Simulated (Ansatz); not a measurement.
# C2H8O2SiSn: rotation by 120° about the C1–Sn2 bond, part 2 of 2

Aim: the minimum-energy path and barrier of the rotation by 120° about the C1–Sn2 bond. The ends are relaxed first, then joined by a nudged elastic band. SMILES of the start: [CH3][SnH2][SiH2]OC=O.

Ansatz 0.2.0; RKS B3LYP/def2-SVP. The steps go on from the part before.

## (7) The output, continued: band between the two ends

The log, continued, cut to the lines that bear on the results:

```text
reference -20003.60153669 eV, -735.1187975451 hartree; 36, 36 occupied and 104, 104 virtual orbitals, 1590 factors
[...]
1590 factors; integrals over basis functions are off by at most 3.9e-4 eV
[...]
mean field -20003.58715522 eV, -735.1182690360 hartree, gradient 1.4e-5 eV, S^2 0.000000; 0 other end points of the search recorded, 0 dependent functions left out
[...]
reference -20003.58747081 eV, -735.1182806335 hartree; 36, 36 occupied and 104, 104 virtual orbitals, 1590 factors
[...]
1590 factors; integrals over basis functions are off by at most 4.9e-4 eV
mean field -20003.57613421 eV, -735.1178640213 hartree, gradient 1.4e-5 eV, S^2 0.000000; 0 other end points of the search recorded, 0 dependent functions left out
[...]
reference -20003.57644737 eV, -735.1178755296 hartree; 36, 36 occupied and 104, 104 virtual orbitals, 1590 factors
[...]
Atom 5 at    -0.914896     1.784873    -0.495327 Å, force     0.008307    -0.018349     0.002971 eV/Å
Atom 6 at    -2.517127    -1.273117    -0.171613 Å, force    -0.001004     0.002022     0.003434 eV/Å
Atom 7 at    -1.941399    -2.429659     1.078025 Å, force    -0.002046     0.003727    -0.006772 eV/Å
Atom 8 at    -1.822066    -0.656979     1.353532 Å, force     0.001651    -0.001316    -0.011112 eV/Å
Atom 9 at     0.085196    -1.389355    -2.038280 Å, force    -0.000930    -0.000567    -0.001214 eV/Å
Atom 10 at     1.067265    -2.879071     0.095932 Å, force    -0.000977    -0.000869     0.001317 eV/Å
Atom 11 at     3.102821     0.425241     0.288171 Å, force     0.001546     0.001522     0.001446 eV/Å
Atom 12 at     1.355431     0.961488     1.878521 Å, force     0.000543    -0.000277    -0.000071 eV/Å
Atom 13 at     0.080339     3.324540    -1.398782 Å, force     0.013068    -0.003707    -0.005084 eV/Å
Dipole moment:     0.112710     0.017214     0.060942 e Å
this run last wrote the band of iteration 6 to <dir>
```

Wall time 3.5 min (2 threads of Arm Neoverse V1, shared host); peak memory 0.44 GiB.

## (8) Images and barrier

Images 0 and 6 are the ends. Energies count from image 0; the path length is the program's own measure over all atoms.

| image | path (Å) | energy (eV) | dihedral H8–C1–Sn2–Si3 (°) | band force (eV/Å) |
| --- | --- | --- | --- | --- |
| 0 | 0.000 | 0.0000 | 171 | - |
| 1 | 0.623 | 0.0079 | -168 | 0.022 |
| 2 | 1.245 | 0.0236 | -147 | 0.022 |
| 3* | 1.868 | 0.0319 | -127 | 0.030 |
| 4 | 2.459 | 0.0247 | -108 | 0.036 |
| 5 | 3.050 | 0.0085 | -88 | 0.032 |
| 6 | 3.641 | 0.0000 | -69 | - |

The star marks the climbing image.

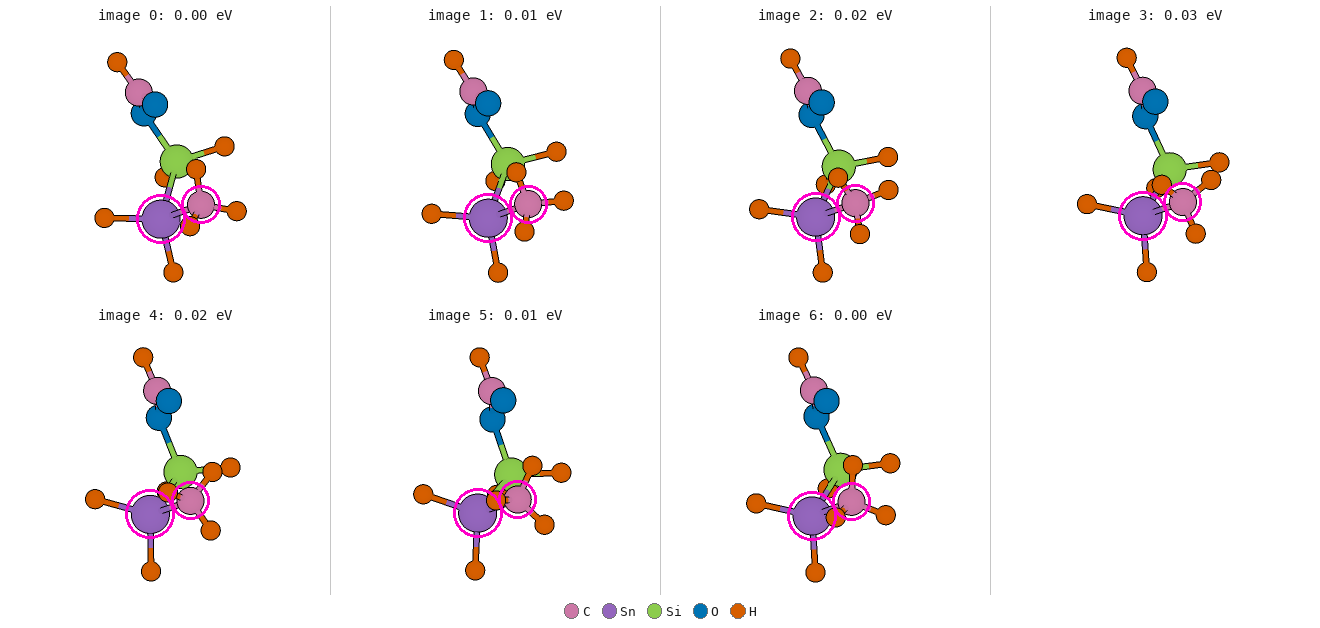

Snapshots along the band, viewed from a free direction. Ringed: C1, Sn2. Sticks join atoms closer than a bonding distance in each image.

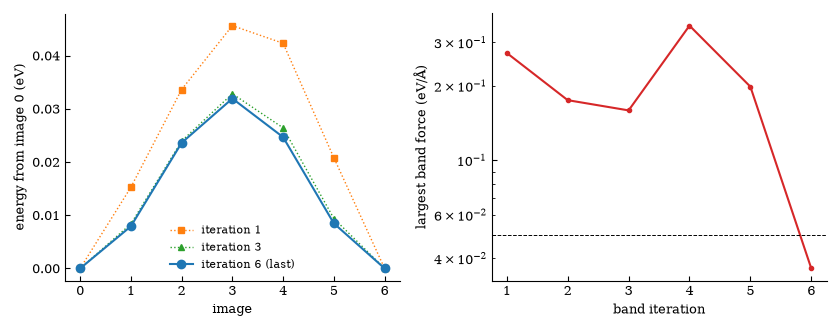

Left: energy of each image for early iterations and the last one (lines only join the points; early values far above the last band run off the scale). Right: the largest band force by iteration, with the threshold dashed.

The top of the band by iteration:

| iteration | highest image above image 0 (eV) | largest band force (eV/Å) |
| --- | --- | --- |
| 1 | 0.0456 | 0.272 |
| 2 | 0.0409 | 0.175 |
| 3 | 0.0328 | 0.159 |
| 4 | 0.0354 | 0.351 |
| 5 | 0.0337 | 0.199 |
| 6 | 0.0319 | 0.036 |

Positions of all images (Å):

```xyz
14
image=0 dE=0.0000
C    -1.628   -1.459    0.866
Sn    0.337   -1.460   -0.054
Si    1.565    0.798    0.334
O     1.147    1.990   -0.865
C    -0.114    2.199   -1.230
O    -1.068    1.595   -0.806
H    -2.156   -0.555    0.533
H    -2.186   -2.355    0.558
H    -1.530   -1.450    1.961
H     0.217   -1.736   -1.752
H     1.307   -2.729    0.613
H     3.045    0.732    0.195
H     1.236    1.393    1.663
H    -0.183    3.008   -1.989
14
image=1 dE=0.0079
C    -1.672   -1.465    0.774
Sn    0.293   -1.458   -0.145
Si    1.589    0.732    0.379
O     1.206    2.011   -0.740
C    -0.047    2.276   -1.092
O    -1.016    1.665   -0.713
H    -2.308   -0.748    0.238
H    -2.108   -2.473    0.720
H    -1.592   -1.161    1.828
H     0.166   -1.638   -1.855
H     1.226   -2.789    0.450
H     3.066    0.630    0.232
H     1.279    1.250    1.744
H    -0.096    3.138   -1.792
14
image=2 dE=0.0236
C    -1.717   -1.464    0.686
Sn    0.250   -1.448   -0.233
Si    1.614    0.665    0.419
O     1.266    2.020   -0.617
C     0.019    2.337   -0.950
O    -0.964    1.728   -0.607
H    -2.433   -0.995   -0.002
H    -2.022   -2.498    0.899
H    -1.695   -0.889    1.622
H     0.124   -1.524   -1.951
H     1.147   -2.837    0.281
H     3.087    0.528    0.261
H     1.321    1.106    1.814
H    -0.009    3.241   -1.594
14
image=3 dE=0.0319
C    -1.759   -1.456    0.602
Sn    0.209   -1.434   -0.319
Si    1.635    0.593    0.459
O     1.323    2.015   -0.497
C     0.085    2.384   -0.807
O    -0.915    1.785   -0.495
H    -2.517   -1.273   -0.172
H    -1.941   -2.430    1.078
H    -1.822   -0.657    1.354
H     0.085   -1.389   -2.038
H     1.067   -2.879    0.096
H     3.103    0.425    0.288
H     1.355    0.961    1.879
H     0.080    3.325   -1.399
14
image=4 dE=0.0247
C    -1.796   -1.443    0.520
Sn    0.169   -1.420   -0.406
Si    1.647    0.520    0.493
O     1.376    2.003   -0.378
C     0.149    2.427   -0.662
O    -0.868    1.838   -0.388
H    -2.561   -1.544   -0.262
H    -1.874   -2.286    1.221
H    -1.951   -0.494    1.049
H     0.046   -1.258   -2.118
H     0.990   -2.910   -0.088
H     3.111    0.324    0.315
H     1.375    0.814    1.931
H     0.172    3.400   -1.198
14
image=5 dE=0.0085
C    -1.828   -1.426    0.431
Sn    0.136   -1.403   -0.495
Si    1.654    0.445    0.525
O     1.423    1.984   -0.259
C     0.209    2.461   -0.511
O    -0.825    1.893   -0.257
H    -2.568   -1.802   -0.289
H    -1.821   -2.073    1.319
H    -2.085   -0.396    0.713
H     0.013   -1.126   -2.193
H     0.918   -2.930   -0.273
H     3.113    0.225    0.337
H     1.385    0.659    1.977
H     0.260    3.459   -0.996
14
image=6 dE=0.0000
C    -1.759   -1.456    0.560
Sn    0.213   -1.444   -0.344
Si    1.621    0.578    0.484
O     1.325    2.014   -0.457
C     0.092    2.402   -0.764
O    -0.915    1.811   -0.461
H    -2.386   -2.220    0.080
H    -1.678   -1.676    1.634
H    -2.201   -0.461    0.417
H     0.097   -1.366   -2.063
H     1.062   -2.899    0.055
H     3.092    0.414    0.332
H     1.323    0.926    1.904
H     0.101    3.348   -1.347
```

## (9) Frequencies at the highest image

The geometry is the highest inner image of the first converged band.

Contents of input.yaml:

```yaml
crystal:
  periodic: [false, false, false]
  atoms:
    - { symbol: C, position_ang: [-1.759232, -1.455774, 0.602261] }
    - { symbol: Sn, position_ang: [0.208557, -1.434455, -0.319229] }
    - { symbol: Si, position_ang: [1.634709, 0.59332, 0.459024] }
    - { symbol: O, position_ang: [1.322854, 2.015313, -0.496684] }
    - { symbol: C, position_ang: [0.084547, 2.384333, -0.806852] }
    - { symbol: O, position_ang: [-0.914896, 1.784873, -0.495327] }
    - { symbol: H, position_ang: [-2.517127, -1.273117, -0.171613] }
    - { symbol: H, position_ang: [-1.941399, -2.429659, 1.078025] }
    - { symbol: H, position_ang: [-1.822066, -0.656979, 1.353532] }
    - { symbol: H, position_ang: [0.085196, -1.389355, -2.03828] }
    - { symbol: H, position_ang: [1.067265, -2.879071, 0.095932] }
    - { symbol: H, position_ang: [3.102821, 0.425241, 0.288171] }
    - { symbol: H, position_ang: [1.355431, 0.961488, 1.878521] }
    - { symbol: H, position_ang: [0.080339, 3.32454, -1.398782] }
basis:
  gaussian: { orbitals: def2-SVP }
hamiltonian:
  xc: b3lyp
phonons: {}
```

The run is started by

```
$ ansatz run input.yaml --threads 2 --pin off --max-ram 3072MiB --backend cpu --events-out ev --progress --plain --runs-dir out
```

Log, cut to the lines that bear on the results:

```text
Warning: RAYON_NUM_THREADS=2 ignored (pool sized by the plan → 2); use --threads N
[...]
Functional definition: B3LYP
[...]
1590 factors; integrals over basis functions are off by at most 3.6e-4 eV
[...]
mean field -20003.57955480 eV, -735.1179897255 hartree, gradient 4.0e-5 eV, S^2 0.000000; 0 other end points of the search recorded, 0 dependent functions left out
[...]
reference -20003.57986823 eV, -735.1180012442 hartree; 36, 36 occupied and 104, 104 virtual orbitals, 1590 factors
[...]
1590 factors; integrals over basis functions are off by at most 3.6e-4 eV
mean field -20003.57942849 eV, -735.1179850838 hartree, gradient 1.2e-6 eV, S^2 0.000000; 0 other end points of the search recorded, 0 dependent functions left out
[...]
reference -20003.57974190 eV, -735.1179966014 hartree; 36, 36 occupied and 104, 104 virtual orbitals, 1590 factors
[...]
1590 factors; integrals over basis functions are off by at most 3.6e-4 eV
[...]
WARN: phonons: modes at or below zero, which the zero-point energy, F, S and C_V leave out: 1, the lowest at -102.43 cm⁻¹. A minimum has none, and a first-order saddle one
[...]
Atom 6 at    -2.517127    -1.273117    -0.171613 Å, force    -0.001020     0.002008     0.003432 eV/Å
Atom 7 at    -1.941399    -2.429659     1.078025 Å, force    -0.002043     0.003743    -0.006786 eV/Å
Atom 8 at    -1.822066    -0.656979     1.353532 Å, force     0.001640    -0.001304    -0.011111 eV/Å
Atom 9 at     0.085196    -1.389355    -2.038280 Å, force    -0.000931    -0.000572    -0.001217 eV/Å
Atom 10 at     1.067265    -2.879071     0.095932 Å, force    -0.000998    -0.000840     0.001298 eV/Å
Atom 11 at     3.102821     0.425241     0.288171 Å, force     0.001539     0.001523     0.001445 eV/Å
Atom 12 at     1.355431     0.961488     1.878521 Å, force     0.000541    -0.000280    -0.000075 eV/Å
Atom 13 at     0.080339     3.324540    -1.398782 Å, force     0.013071    -0.003713    -0.005081 eV/Å
Dipole moment:     0.112711     0.017213     0.060942 e Å
Vibrations: -102.43 35.33 50.01 87.00 106.04 173.43 256.89 291.12 348.41 449.84 508.40 514.45 582.65 680.18 712.81 719.39 779.17 787.92 796.20 849.31 943.45 1049.42 1212.85 1253.06 1392.86 1434.70 1437.80 1804.98 1858.69 1881.14 2211.91 2243.59 3032.33 3055.04 3164.57 3167.50 cm⁻¹, [...]
```

It took 5.7 min on 2 threads of Arm Neoverse V1, shared host; peak memory 0.43 GiB.

Of 36 modes, 1 is imaginary by more than 30 cm⁻¹ (102i cm⁻¹).

## (10) Another band, settings changed

crystal.atoms is end A as relaxed above, and neb.final_atoms is end B, turned to lie on A. With 5 inner images the band has 7 in all.

Contents of input.yaml:

```yaml
crystal:
  periodic: [false, false, false]
  atoms:
    - { symbol: C, position_ang: [-1.628115, -1.458817, 0.865732] }
    - { symbol: Sn, position_ang: [0.336876, -1.460299, -0.053809] }
    - { symbol: Si, position_ang: [1.564905, 0.797819, 0.334449] }
    - { symbol: O, position_ang: [1.146533, 1.989765, -0.865308] }
    - { symbol: C, position_ang: [-0.11426, 2.199373, -1.229893] }
    - { symbol: O, position_ang: [-1.067808, 1.594563, -0.805574] }
    - { symbol: H, position_ang: [-2.155806, -0.555186, 0.533018] }
    - { symbol: H, position_ang: [-2.185663, -2.355059, 0.558275] }
    - { symbol: H, position_ang: [-1.530485, -1.450001, 1.960613] }
    - { symbol: H, position_ang: [0.216926, -1.735641, -1.751774] }
    - { symbol: H, position_ang: [1.306652, -2.728763, 0.613242] }
    - { symbol: H, position_ang: [3.044542, 0.732201, 0.194945] }
    - { symbol: H, position_ang: [1.236011, 1.392688, 1.663324] }
    - { symbol: H, position_ang: [-0.183308, 3.008055, -1.98854] }
basis:
  gaussian: { orbitals: def2-SVP }
hamiltonian:
  xc: b3lyp
neb:
  order_check: false
  images: 5
  f_tol: 0.05
  max_iterations: 55
  initial_path: idpp
  spring: { min: 2.0, max: 10.0 }
  final_atoms:
    - { symbol: C, position_ang: [-1.64478433, -1.46491276, 0.82224143] }
    - { symbol: Sn, position_ang: [0.30620134, -1.46325995, -0.12665498] }
    - { symbol: Si, position_ang: [1.58542734, 0.74999576, 0.34572121] }
    - { symbol: O, position_ang: [1.17518648, 2.0017552, -0.79430048] }
    - { symbol: C, position_ang: [-0.08682642, 2.25663417, -1.12352497] }
    - { symbol: O, position_ang: [-1.04549287, 1.65448042, -0.70684091] }
    - { symbol: H, position_ang: [-2.22638233, -2.33298566, 0.48050989] }
    - { symbol: H, position_ang: [-1.5311942, -1.51133699, 1.91462617] }
    - { symbol: H, position_ang: [-2.15689723, -0.53500544, 0.54160646] }
    - { symbol: H, position_ang: [0.15611683, -1.65744074, -1.83358149] }
    - { symbol: H, position_ang: [1.25933919, -2.78048128, 0.46601166] }
    - { symbol: H, position_ang: [3.06127647, 0.66103857, 0.1815914] }
    - { symbol: H, position_ang: [1.28722899, 1.29170933, 1.70423837] }
    - { symbol: H, position_ang: [-0.15219926, 3.10050737, -1.84294376] }
```

The run is started by

```
$ ansatz run input.yaml --threads 2 --pin off --max-ram 3072MiB --backend cpu --events-out ev --progress --plain --runs-dir out
```

Log, cut to the lines that bear on the results:

```text
Warning: RAYON_NUM_THREADS=2 ignored (pool sized by the plan → 2); use --threads N
[...]
Functional definition: B3LYP
[...]
1590 factors; integrals over basis functions are off by at most 4.2e-4 eV
[...]
mean field -20003.61148401 eV, -735.1191631025 hartree, gradient 4.0e-5 eV, S^2 0.000000; 0 other end points of the search recorded, 0 dependent functions left out
[...]
reference -20003.61180012 eV, -735.1191747194 hartree; 36, 36 occupied and 104, 104 virtual orbitals, 1590 factors
1590 factors; integrals over basis functions are off by at most 9.7e-4 eV
[...]
mean field -20003.61147586 eV, -735.1191628032 hartree, gradient 3.9e-5 eV, S^2 0.000000; 0 other end points of the search recorded, 0 dependent functions left out
[...]
reference -20003.61179147 eV, -735.1191744015 hartree; 36, 36 occupied and 104, 104 virtual orbitals, 1590 factors
[...]
1590 factors; integrals over basis functions are off by at most 8.2e-4 eV
mean field -20003.59066787 eV, -735.1183981236 hartree, gradient 4.1e-5 eV, S^2 0.000000; 0 other end points of the search recorded, 0 dependent functions left out
[...]
reference -20003.59098258 eV, -735.1184096889 hartree; 36, 36 occupied and 104, 104 virtual orbitals, 1590 factors
NEB iter   1: max|band force component| = 1.136e0 eV/Å  barrier→ = 0.0456 eV  barrier← = 0.0456 eV  Δτ_max = 0.1321 Å  (190 SCF iters)
[...]
NEB iter   2: max|band force component| = 2.736e-1 eV/Å  barrier→ = 0.0405 eV  barrier← = 0.0404 eV  CI = image 3  Δτ_max = 0.0479 Å  (151 SCF iters)
[...]
NEB iter   3: max|band force component| = 1.448e-1 eV/Å  barrier→ = 0.0328 eV  barrier← = 0.0328 eV  CI = image 3  Δτ_max = 0.0344 Å  (150 SCF iters)
[...]
1590 factors; integrals over basis functions are off by at most 3.8e-4 eV
mean field -20003.59523583 eV, -735.1185659931 hartree, gradient 1.5e-5 eV, S^2 0.000000; 0 other end points of the search recorded, 0 dependent functions left out
```

## (11) More of the same log: band between the two ends

Output, continued, cut to the lines that bear on the results:

```text
[...]
reference -20003.59555272 eV, -735.1185776384 hartree; 36, 36 occupied and 104, 104 virtual orbitals, 1590 factors
[...]
1590 factors; integrals over basis functions are off by at most 4.1e-4 eV
[...]
mean field -20003.58412810 eV, -735.1181577915 hartree, gradient 1.4e-5 eV, S^2 0.000000; 0 other end points of the search recorded, 0 dependent functions left out
[...]
reference -20003.58444320 eV, -735.1181693710 hartree; 36, 36 occupied and 104, 104 virtual orbitals, 1590 factors
[...]
1590 factors; integrals over basis functions are off by at most 4.8e-4 eV
mean field -20003.57696397 eV, -735.1178945146 hartree, gradient 1.4e-5 eV, S^2 0.000000; 0 other end points of the search recorded, 0 dependent functions left out
[...]
reference -20003.57727717 eV, -735.1179060245 hartree; 36, 36 occupied and 104, 104 virtual orbitals, 1590 factors
[...]
Atom 5 at    -0.915078     1.785001    -0.495039 Å, force     0.008202    -0.014372     0.008490 eV/Å
Atom 6 at    -2.516882    -1.271731    -0.171333 Å, force    -0.000782     0.001960     0.003164 eV/Å
Atom 7 at    -1.942056    -2.429692     1.077412 Å, force    -0.001421     0.004045    -0.005960 eV/Å
Atom 8 at    -1.820484    -0.657070     1.353707 Å, force    -0.000394    -0.002059    -0.009117 eV/Å
Atom 9 at     0.085212    -1.390080    -2.038418 Å, force    -0.000730    -0.000826    -0.001482 eV/Å
Atom 10 at     1.067409    -2.879309     0.096244 Å, force    -0.000652    -0.001044     0.001193 eV/Å
Atom 11 at     3.102809     0.425604     0.288539 Å, force     0.001316     0.001265     0.000839 eV/Å
Atom 12 at     1.354581     0.961002     1.878182 Å, force     0.000928    -0.000424     0.000253 eV/Å
Atom 13 at     0.080244     3.324145    -1.399436 Å, force     0.012006    -0.000281     0.000721 eV/Å
Dipole moment:     0.112779     0.017120     0.060793 e Å
this run last wrote the band of iteration 6 to <dir>
```

Wall time 3.6 min (2 threads of Arm Neoverse V1, shared host); peak memory 0.44 GiB.

## (12) Images and barrier

The 5 inner images lie between the fixed ends 0 and 6. Energy is taken from image 0, and the path length is the program's own coordinate along the band.

| image | path (Å) | energy (eV) | dihedral H8–C1–Sn2–Si3 (°) | band force (eV/Å) |
| --- | --- | --- | --- | --- |
| 0 | 0.000 | 0.0000 | 171 | - |
| 1 | 0.858 | 0.0138 | -160 | 0.024 |
| 2 | 1.395 | 0.0268 | -142 | 0.021 |
| 3* | 1.865 | 0.0319 | -127 | 0.028 |
| 4 | 2.321 | 0.0277 | -112 | 0.044 |
| 5 | 2.830 | 0.0145 | -95 | 0.034 |
| 6 | 3.638 | 0.0000 | -69 | - |

The star marks the climbing image.

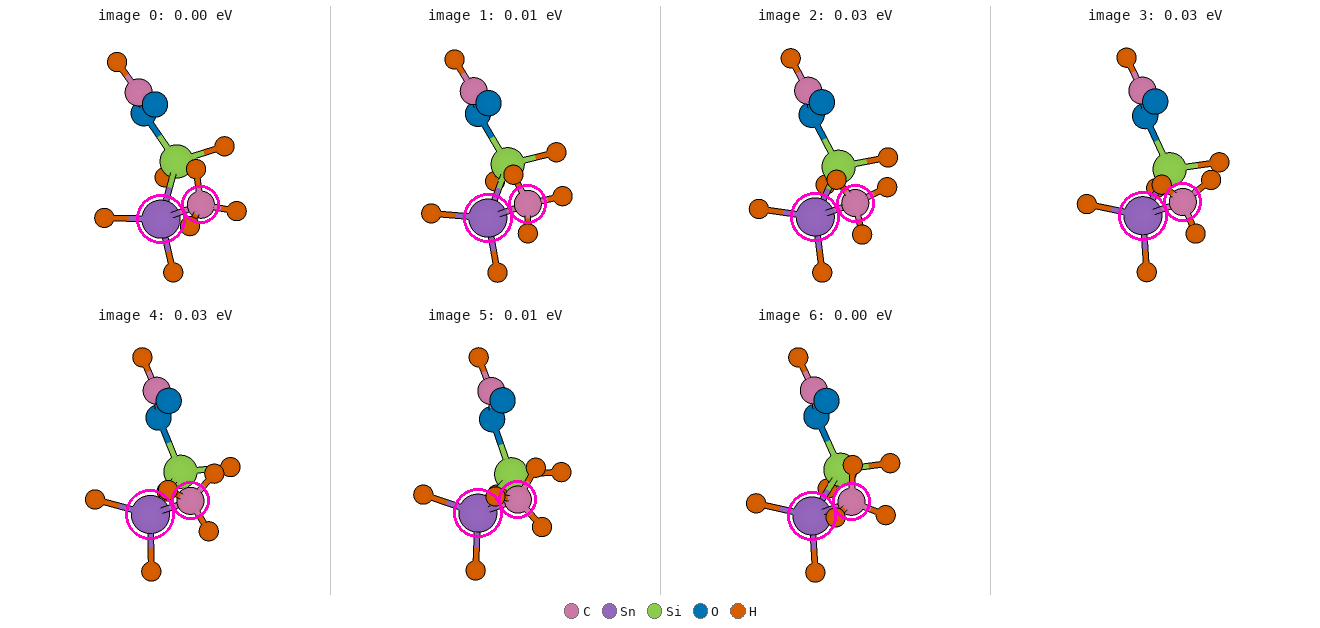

The images of the last band, seen from a free direction. Ringed: C1, Sn2. Sticks join atoms closer than a bonding distance in each image.

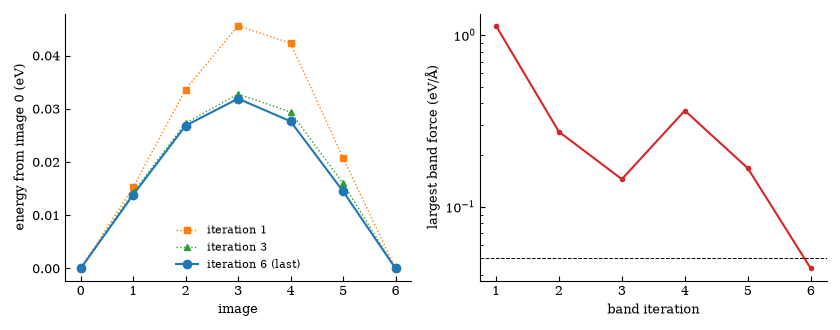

Left: energy of each image for early iterations and the last one (lines only join the points; early values far above the last band run off the scale). Right: the largest band force by iteration, with the threshold dashed.

## (13) Results

The summary covers parts 1 to 2.

| quantity | value |
| --- | --- |
| end A | 21 moves, 0.939 eV lower |
| end B | 23 moves, 0.942 eV lower |
| first band: barrier forwards | 0.032 eV |
| first band: barrier backwards | 0.032 eV |
| first band: second end relative to first | 0.000 eV |
| first band: highest image | 3 of 0 to 6, climbing |
| first band: band iterations | 6 |
| imaginary modes at the top | 102i cm⁻¹ |
| second band | top 0.032 eV above image 0, 6 iterations, 5 inner images |
| time, first and second band | 3.5 min and 3.6 min |

In words: In the first band: the barrier from the first end is 0.032 eV, 1.2 times kT at 300 K. The two ends lie within 1 meV of each other. The listed dihedral goes from 171° at end A through -127° at the highest image to -69° at end B. One imaginary mode, as a first-order saddle point has. The second band's top agrees with the first's to 1 meV, so the changed settings hardly move the height. These are electronic energies, with no zero-point or thermal terms.
